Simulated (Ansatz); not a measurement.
Rb₂IrF₆ (space group P-3m1)

```xyz
9
Lattice="5.9406 0.0000 0.0000 -2.9703 5.1447 0.0000 0.0000 0.0000 4.7982" Properties=species:S:1:pos:R:3 pbc="T T T"
Rb     0.0000     3.4298     3.7775
Rb     2.9703     1.7149     1.0207
Ir     0.0000     0.0000     2.3991
F      0.0000     1.6311     1.3372
F      2.9703     3.5136     3.4610
F      1.5578     4.3292     1.3372
F      1.4125     0.8155     3.4610
F     -1.5578     4.3292     1.3372
F      4.5281     0.8155     3.4610
```

This relaxed cell (volume V₀) is scaled evenly in all directions, its shape held. The atoms relax within the cell's symmetry.

The numbers are results of PBEsol (plane waves to 420 eV, PAW, scalar-relativistic; Ansatz, a first-principles code), not measurements. k mesh 9×9×10 (Γ-centred), Fermi-Dirac smearing 0.05 eV. E stands for the smeared free energy. With the shape held, the modulus is that of even scaling; a crystal free to change shape is softer. At this level the bands of Rb2IrF6 touch or barely overlap. Rb2IrF6 is run spin-polarised and with no Hubbard U. Rb2IrF6 was relaxed with its symmetry unable to fall. Relaxed Rb2IrF6 ends ferromagnetic. Spin-orbit coupling is left out, though Ir is heavy. The magnetic order is the one the run started from; other orders were not tried. The zero of ΔE is the relaxed starting cell.

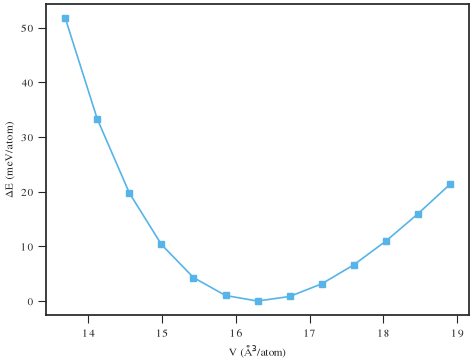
Fig. 1. ΔE (meV/atom) against V (Å³/atom); one marker a computed point.

The pressure derivative B₀′ (fit) is 7.1. The energy cost of the largest compression is 52 meV/atom, the equilibrium volume of the fit comes out as 16.30 Å³/atom and the pressure for 5 % compression (fit) is 1.5 GPa. The bulk modulus at fixed cell shape B₀ (third-order Birch-Murnaghan fit) is 24.8 GPa.

P = (3B₀/2)(x⁷ − x⁵)[1 + ¾(B₀′ − 4)(x² − 1)] with x = (1/0.95)^(1/3), B₀ = 24.8 GPa and B₀′ = 7.11.

(A scan under strain: stresses follow from slopes of the energy per volume, elastic moduli from its curvatures.)
